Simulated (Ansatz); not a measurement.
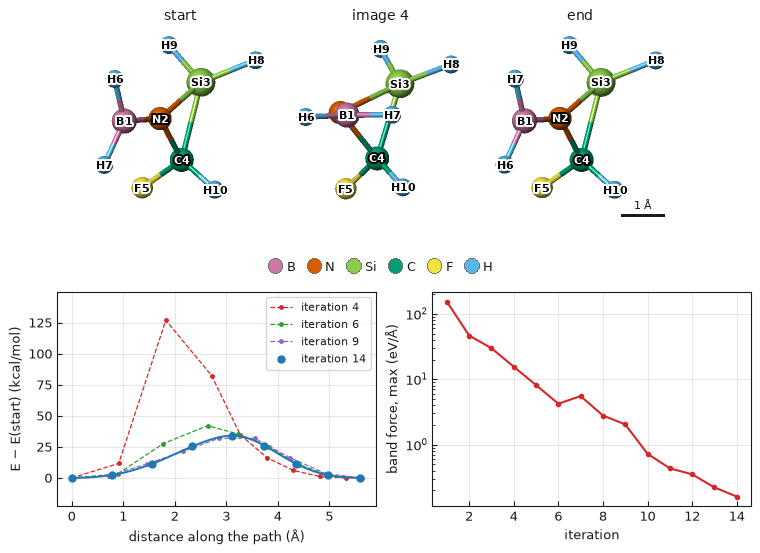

A nudged-elastic-band calculation for CH₅BFNSi. Images are numbered from 0 (start) to 8 (end). The plot follows the band through its iterations. A ball-and-stick model, seen from a free direction.

Computed with Ansatz 0.2.0, RKS LDA/STO-3G. Settings: 7 movable images; climbing image; force threshold 0.2 eV/Å; iteration limit 60; starting path through a guess of the saddle point.

Judge this run.

The run is converged, with reservations. The band converged in 14 iterations. The largest component of the band force went from 150 to 0.16 eV/Å. The climbing image converged on the top of the path. Its curvatures weren't checked. The force threshold is loose. The first iteration put the highest image at 1169.8 kcal/mol. The barrier is about 34.1 kcal/mol in both directions, with image 4 at the top; the ends have the same energy.

Limits of the set-up: STO-3G is a minimal basis, so the numbers are rough.

The run took about 2.3 core-minutes on a shared host.
